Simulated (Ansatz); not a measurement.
## La5Si3, pressure series

Base system: La$_{5}$Si$_{3}$ (space group P6_3/mcm, No. 193; a cell from a computed database, its experimental status unchecked).

```
La5Si3
1.0
    8.87681     0.00000     0.00000
   -4.43840     7.68754     0.00000
    0.00000     0.00000     6.68207
La Si
10 6
Direct
  0.33333   0.66667   0.00000
  0.66667   0.33333   0.00000
  0.66667   0.33333   0.50000
  0.33333   0.66667   0.50000
  0.74425   0.00000   0.75000
  0.25575   0.00000   0.25000
  0.74425   0.74425   0.25000
  0.25575   0.25575   0.75000
  0.00000   0.74425   0.75000
  0.00000   0.25575   0.25000
  0.38960   0.00000   0.75000
  0.61040   0.00000   0.25000
  0.38960   0.38960   0.25000
  0.61040   0.61040   0.75000
  0.00000   0.38960   0.75000
  0.00000   0.61040   0.25000
```

Cell and atoms are relaxed at each pressure.

Computed with Kohn–Sham DFT with the PBEsol functional, run in Ansatz (an electronic-structure program) with PAW and 420 eV plane waves, no spin-orbit coupling.

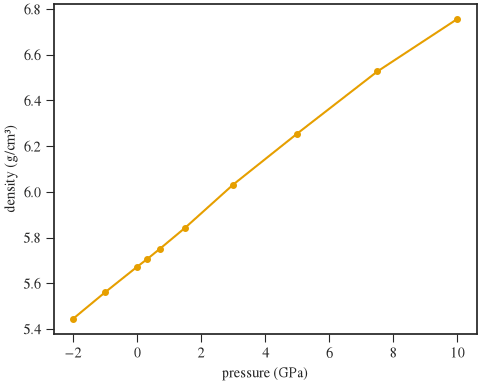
Fig. 1. Density against pressure

```json
[
 {"pressure (GPa)": "-2", "density": "5.44 g/cm³"},
 {"pressure (GPa)": "-1", "density": "5.56 g/cm³"},
 {"pressure (GPa)": "0.3", "density": "5.70 g/cm³"},
 {"pressure (GPa)": "0.7", "density": "5.75 g/cm³"},
 {"pressure (GPa)": "1.5", "density": "5.84 g/cm³"},
 {"pressure (GPa)": "3", "density": "6.03 g/cm³"},
 {"pressure (GPa)": "5", "density": "6.25 g/cm³"},
 {"pressure (GPa)": "7.5", "density": "6.53 g/cm³"},
 {"pressure (GPa)": "10", "density": "6.76 g/cm³"}
]
```

Load acts through the strain it causes; cell and atoms are relaxed under it. No phonon test of stability was made. No other phases were tried under pressure. All final runs are without spin polarisation.
